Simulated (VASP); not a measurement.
Band structure of CuI (zinc blende). Computed with modified Becke-Johnson potential (mBJ) with spin-orbit coupling, VASP's PBE PAW potentials (set 64) (plane waves; VASP 6.6.1).

mBJ is a potential without an energy functional, so only the levels count.

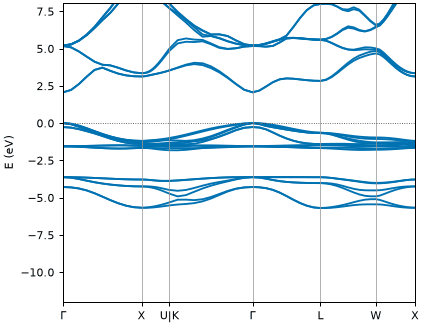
Bands along high-symmetry lines, zero at the valence-band maximum or, without a gap, the Fermi level

Task: Read the plot: is there a gap, and where are the band edges?

Result: The gap is direct, 2.07 eV, from the valence maximum at Γ to the conduction minimum at Γ.

Measured: gap 3.12 eV (computed value off by -1.05 eV), as given by Abedi et al., (2022), arXiv:2211.14644.

The compound is CuI in the zinc blende structure. It was relaxed first. The cell's shape comes from a PBE relaxation.
